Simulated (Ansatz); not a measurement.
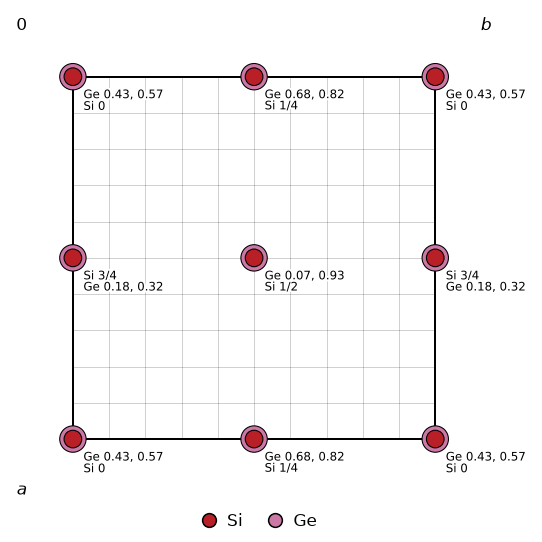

Plan of a unit cell projected along c (a down the page, b across); the numbers are heights as fractions of c, and atoms on the cell's edges are repeated. The grid marks tenths of a and b. Source: the end point of a relaxation with Ansatz, DFT PBE, scalar-relativistic, plane waves, PAW; the starting structure was generated, so it need not be a known form of this composition. The drawing is computed from the coordinates (standard cell, symmetry found to 0.002 Å).

a = 3.304 Å, b = 3.304 Å, c = 21.120 Å, α = 90.00°, β = 90.00°, γ = 90.00°.

Question: What does the cell contain?

Answer: 4 Si, 8 Ge: SiGe2, Z = 4.

Question: Which space group?

Answer: I4₁/amd, No. 141, origin choice 1, body-centred tetragonal.

Question: Give the independent sites, coordinates to two places.

Answer:
```
atom  site  symmetry     x     y     z
  Si    4a      -4m2  0.00  0.00  0.00
  Ge    8e      2mm.  0.00  0.00  0.43
```
